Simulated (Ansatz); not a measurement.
# C2H8FHfN: what the fields show

The calculation's input:

```
crystal:
  periodic: [false, false, false]
  atoms:
    - {symbol: C, position_ang: [-1.723767, 0.145727, -0.903268]}
    - {symbol: Hf, position_ang: [0.293844, 0.620398, -0.099785]}
    - {symbol: C, position_ang: [1.440405, -1.266375, -0.359336]}
    - {symbol: N, position_ang: [0.114941, 0.983762, 1.884023]}
    - {symbol: F, position_ang: [1.103119, 2.060526, -1.062266]}
    - {symbol: H, position_ang: [-2.396098, 1.011282, -0.900698]}
    - {symbol: H, position_ang: [-1.658782, -0.212592, -1.938556]}
    - {symbol: H, position_ang: [-2.213161, -0.643331, -0.319287]}
    - {symbol: H, position_ang: [2.489373, -1.170918, -0.056500]}
    - {symbol: H, position_ang: [1.008208, -2.083525, 0.231120]}
    - {symbol: H, position_ang: [1.432919, -1.588066, -1.408668]}
    - {symbol: H, position_ang: [-0.290186, 0.331877, 2.543415]}
    - {symbol: H, position_ang: [0.399166, 1.811236, 2.389808]}
basis:
  gaussian: {orbitals: def2-TZVPP}
hamiltonian: {xc: pbe0, dispersion: d4}
output: {orbitals: {seedname: orbitals}}
```

Command:

```sh
ansatz run in.yaml --threads 2 --pin off --events-out ev --progress --plain --max-ram 32768MiB --backend cpu
```

Geometry: PBE0-D4/def2-TZVP; core potentials replace the inner electrons of Hf.

The calculation used RKS PBE0-D4/def2-TZVPP in Ansatz.

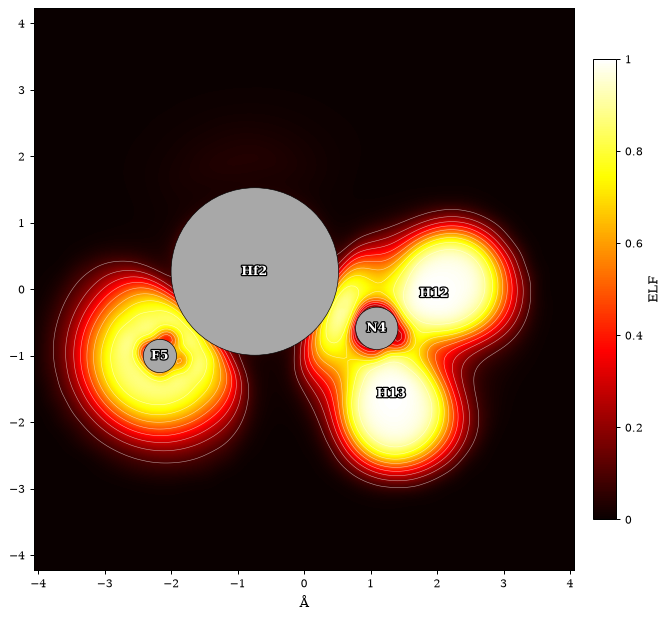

Figure 1. Electron localisation function on the plane of atoms Hf2, N4 and H13. Grey discs cover the atomic cores.

**Describe what can be read from this map.**

Atoms in the plane: Hf, N, F and H. Hf–F (1.91 Å): the ELF peaks at about 0.85 in the valence shell of F, 0.5 Å from its nucleus, and drops to about 0.20 between the two atoms. Hf–N (2.02 Å): the ELF peaks at about 0.90 in the valence shell of N, 0.6 Å from its nucleus, and is about 0.30 at the midpoint. N–H (1.01 Å): the ELF climbs to about 1 towards the hydrogen, as it does in any bond to H: a covalent bond by its length.

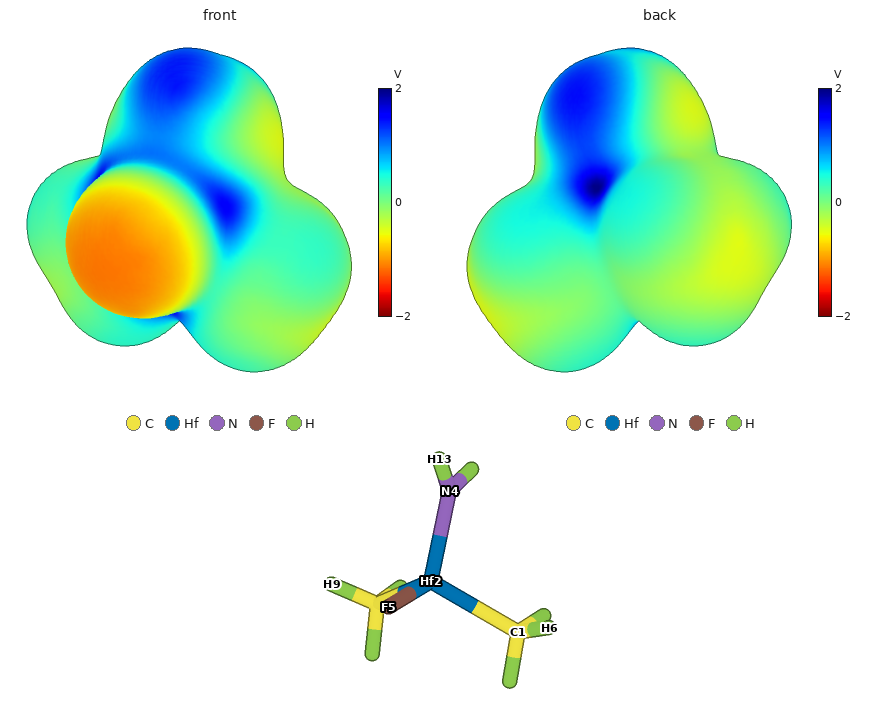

Figure 2. The molecular electrostatic potential painted on the density surface at 0.001 e/bohr³, seen from the front and from behind; the colour scale runs from red (negative) to blue (positive). The bare structure is drawn below in the same view.

**Which sites attract a positive test charge, and which a negative one?**

A positive charge is drawn to the negative regions and a negative charge to the positive ones. The most negative region (about −1.1 V) lies over F5, the most positive (about +1.7 V) over Hf2.

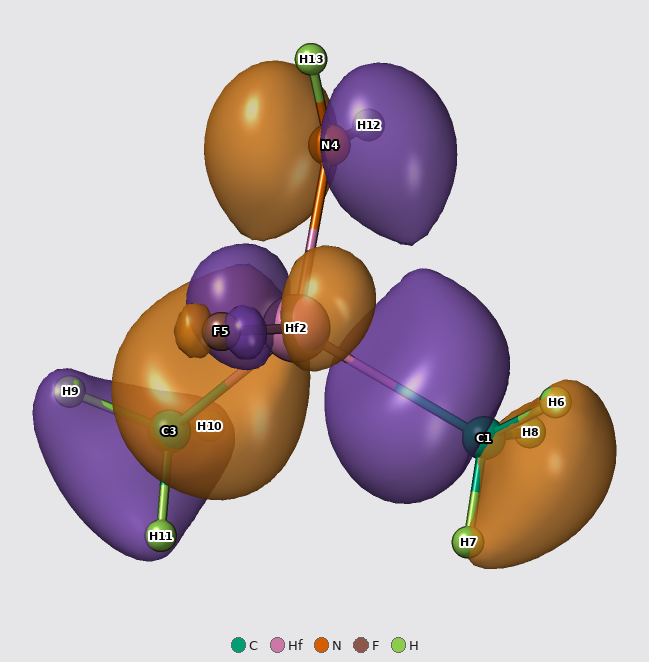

Figure 3. The HOMO at ±0.1 Å⁻³ᐟ² (orange and purple are the two phases), seen at a tilt.

**Where does this orbital lie, and at what energy?**

By Hirshfeld shares it lies mainly on Hf2 (about 20 %), C1 (about 20 %), C3 (about 20 %) and N4 (about 15 %). Its energy is −7.31 eV.
